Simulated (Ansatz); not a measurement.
# CH6FGeNS: the cost of one run

All numbers below are computed with Ansatz 0.2.0 (RKS PBE/def2-SVP).

### Step 1. The system as given

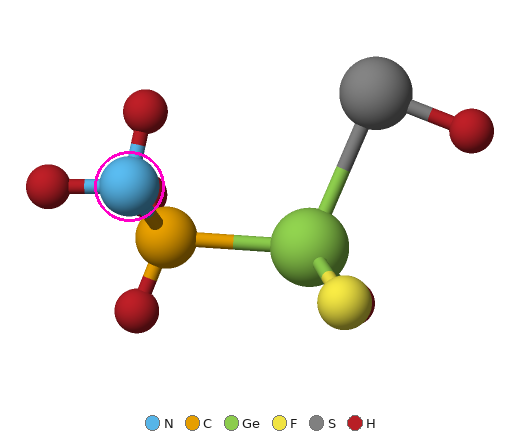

Start, viewed from a chosen angle; nitrogen blue, carbon amber, germanium green, fluorine yellow, sulfur grey, hydrogen red. Ringed: N1.

As a file:

```xyz
11

N    -0.4090    1.0295    1.3297
C    -0.9083    0.5960    0.0144
Ge    0.1000   -0.9621   -0.5251
F     0.0562   -2.1981    0.7140
S     2.2710   -0.4075   -0.7566
H     0.5037    1.4865    1.2041
H    -1.0495    1.8728    1.5981
H    -1.9367    0.3263    0.0649
H    -0.7796    1.4136   -0.7076
H    -0.4004   -1.5017   -1.8384
H     2.6181   -1.7123   -1.0770
```

### Step 2. End point A

input.yaml reads:

```yaml
crystal:
  periodic: [false, false, false]
  atoms:
    - { symbol: "N", position_ang: [-0.409, 1.0295, 1.3297] }
    - { symbol: C, position_ang: [-0.9083, 0.596, 0.0144] }
    - { symbol: Ge, position_ang: [0.1, -0.9621, -0.5251] }
    - { symbol: F, position_ang: [0.0562, -2.1981, 0.714] }
    - { symbol: S, position_ang: [2.271, -0.4075, -0.7566] }
    - { symbol: H, position_ang: [0.5037, 1.4865, 1.2041] }
    - { symbol: H, position_ang: [-1.0495, 1.8728, 1.5981] }
    - { symbol: H, position_ang: [-1.9367, 0.3263, 0.0649] }
    - { symbol: H, position_ang: [-0.7796, 1.4136, -0.7076] }
    - { symbol: H, position_ang: [-0.4004, -1.5017, -1.8384] }
    - { symbol: H, position_ang: [2.6181, -1.7123, -1.077] }
basis:
  gaussian: { orbitals: def2-SVP }
hamiltonian:
  xc: pbe
relax:
  f_tol: 0.015
  max_steps: 40
```

Started as:

```console
> ansatz run input.yaml --threads 2 --pin off --max-ram 3072MiB --backend cpu --events-out ev --progress --plain --runs-dir out
```

**Question.** How long does this run take on 2 threads of Intel Xeon Platinum 8175M at 2.50GHz (Skylake/Cascade Lake), shared host, and how much memory does it need?

About 75 s, with a peak of 0.21 GiB.
